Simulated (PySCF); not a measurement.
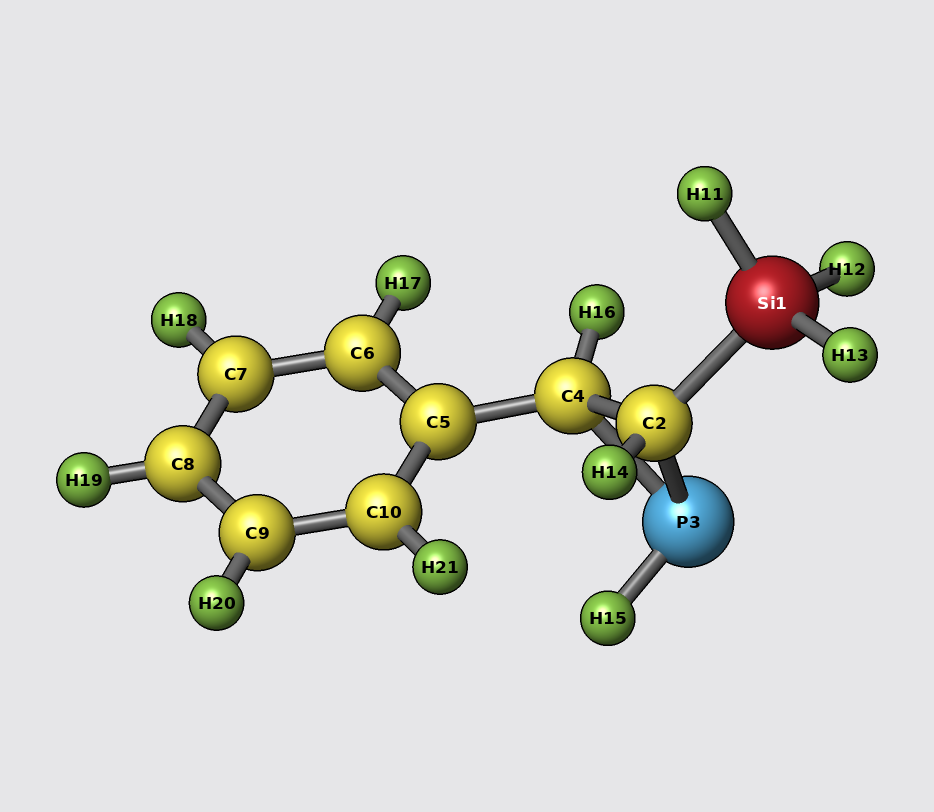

Every bond is drawn as one stick. Computed geometry: GFN2-xTB optimisation. No frequency run is at hand to confirm it as a minimum. Computed with PBE0/pcSseg-1 (PySCF 2.14.0).

List the Mayer bond orders of Si1–C2, C2–P3, C2–C4, P3–C4, C4–C5, C5–C6, C5–C10, C6–C7, C7–C8, C8–C9, C9–C10 (bonds between heavy atoms, one of each equivalent set).

```csv
bond,Mayer order,length (Å)
Si1–C2,0.85,1.890
C2–P3,0.93,1.856
C2–C4,0.91,1.505
P3–C4,0.89,1.866
C4–C5,1.03,1.473
C5–C6,1.40,1.394
C5–C10,1.38,1.392
C6–C7,1.45,1.382
C7–C8,1.43,1.385
C8–C9,1.42,1.384
C9–C10,1.47,1.382
```

The geometry is semi-empirical. Around P, Si such bond lengths and angles can be off by a tenth of an ångström or more and by several degrees, and values that hang on the shape move with them.
